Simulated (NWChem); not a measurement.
**Energy and gradient calculation, with input and output: CH₄F₂Ge**

System: CH₄F₂Ge.
Method: PBE0/def2-SVP, RKS (NWChem 7.3.0).

The geometry comes from this level: PBE0-D4/def2-TZVP.

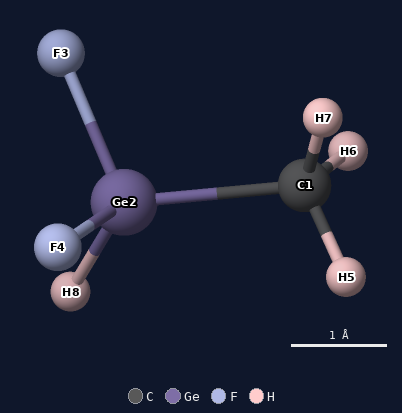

**Figure 1.** The input geometry (ball-and-stick view, seen at a tilt; atoms are numbered from 1 in the order of the input). Sticks mark near contacts.

**Input**
```python
from ase import Atoms
from ase.calculators.nwchem import NWChem

mol = Atoms('CGeFFHHHH', positions=[
    [-0.327500, 0.971500, -0.228700],
    [0.203500, -0.811600, 0.254400],
    [1.873600, -0.782400, 0.707300],
    [0.164100, -1.799000, -1.166500],
    [-1.357000, 0.970900, -0.588000],
    [-0.248000, 1.632700, 0.634700],
    [0.329200, 1.333300, -1.020100],
    [-0.545800, -1.572800, 1.351200],
])

calc = NWChem(
    label='calc',
    theory='dft',
    memory='2200 mb',
    basis='def2-SVP',
    basispar='spherical bse',
    dft={'xc': 'pbe0', 'mult': '1', 'grid': 'fine', 'convergence': 'energy 1e-08', 'iterations': '100', 'mulliken': None},
)
mol.calc = calc

forces = mol.get_forces()
print(f"energy = {mol.get_potential_energy():.6f} eV")
print("forces (eV/A):")
for s, f in zip(mol.symbols, forces):
    print(f"{s:2s} {f[0]:10.5f} {f[1]:10.5f} {f[2]:10.5f}")
print("dipole (e A):", mol.get_dipole_moment().round(4))
```

**File calc.nwi**
```
title "calc"

permanent_dir calc

scratch_dir calc

start calc

geometry units angstrom nocenter noautosym noautoz
  C  -3.2750000000000001e-01 9.7150000000000003e-01 -2.2869999999999999e-01
  Ge 2.0349999999999999e-01 -8.1159999999999999e-01 2.5440000000000002e-01
  F  1.8735999999999999e+00 -7.8239999999999998e-01 7.0730000000000004e-01
  F  1.6410000000000000e-01 -1.7989999999999999e+00 -1.1665000000000001e+00
  H  -1.3570000000000000e+00 9.7089999999999999e-01 -5.8799999999999997e-01
  H  -2.4800000000000000e-01 1.6327000000000000e+00 6.3470000000000004e-01
  H  3.2919999999999999e-01 1.3332999999999999e+00 -1.0201000000000000e+00
  H  -5.4579999999999995e-01 -1.5728000000000000e+00 1.3512000000000000e+00
end

memory 2200 mb

basis spherical bse noprint
   * library def2-SVP
end

dft
  xc pbe0
  mult 1
  grid fine
  convergence energy 1e-08
  iterations 100
  mulliken
end

task dft gradient
```

Run on 1 thread of AMD EPYC (Zen 5), 16 GiB of memory available, shared host.

Command:
```bash
export ASE_NWCHEM_COMMAND="nwchem PREFIX.nwi > PREFIX.nwo"
python run.py
```

**Log**
```
energy = -63030.605407 eV
forces (eV/A):
C     0.06083   -0.29341    0.10356
Ge   -0.06747    0.05019    0.03250
F     0.10901   -0.00242    0.03198
F    -0.00267   -0.06767   -0.08834
H    -0.28930    0.00833   -0.10367
H     0.02083    0.19299    0.23834
H     0.18538    0.10238   -0.22384
H    -0.01666    0.00962    0.00946
dipole (e A): [-0.4632  0.427   0.1909]
```

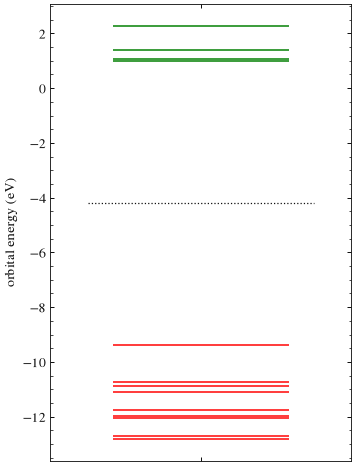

**Figure 2.** Orbital energies near the frontier; the dotted line parts filled from empty levels, and levels within 0.02 eV of each other stand side by side. Highest filled −9.37 eV, lowest empty 0.99 eV, 10.36 eV apart.

**Key numbers**

| quantity | value |
| --- | --- |
| outcome | converged |
| total energy | −2316.332044 hartree |
| basis functions | 94 |
| largest force | 0.317 eV/Å |
| HOMO | −9.37 eV |
| LUMO | 0.99 eV |
| dipole moment | 3.16 D |
| wall time | 17 s |
| peak memory | 0.13 GiB |
